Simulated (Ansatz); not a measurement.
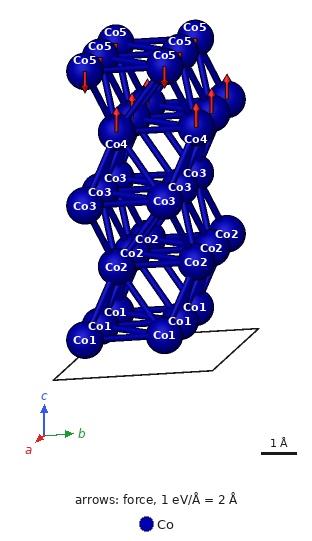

Starting geometry of a slab of composition Co (cut from the P6_3/mmc phase) with the computed forces as red arrows. Style: ball-and-stick. Shown: the 3 × 2 repeat of the cell, outlined in the plane, without the vacuum, slightly off an axis.

Case: clean slab, lower half held. The slab is the (0 0 1) face of Co. 2 atoms are held fixed.

Theory: DFT PBEsol, scalar-relativistic, plane waves, PAW in Ansatz 0.2.0. Set-up: plane-wave cutoff 420 eV; k-point mesh 12 × 12 × 1; occupations gaussian; smearing width 0.1 eV; collinear spin; dipole correction; atoms relaxed in a fixed cell; force threshold 0.03 eV/Å; at most 70 steps.

Q: Is this structure relaxed? If not, where do the atoms go?

A: It isn't relaxed: the largest force vector, on Co4, is 0.38 eV/Å. The atoms end up moving mostly along the starting forces (cosine between the two patterns 0.95). Over 2 accepted moves (3 points after the start) the energy falls by 9.9 meV per cell of the calculation. The largest force component goes from 0.38 to 0.028 eV/Å. 1 step only repeated the SCF at the same geometry. The atom that moves furthest is Co5 (0.034 Å along the normal (−c)). The cell doesn't change. Near-neighbour distances that change, for instance: Co4–Co5 2.439 → 2.393 Å, Co3–Co4 2.439 → 2.453 Å.
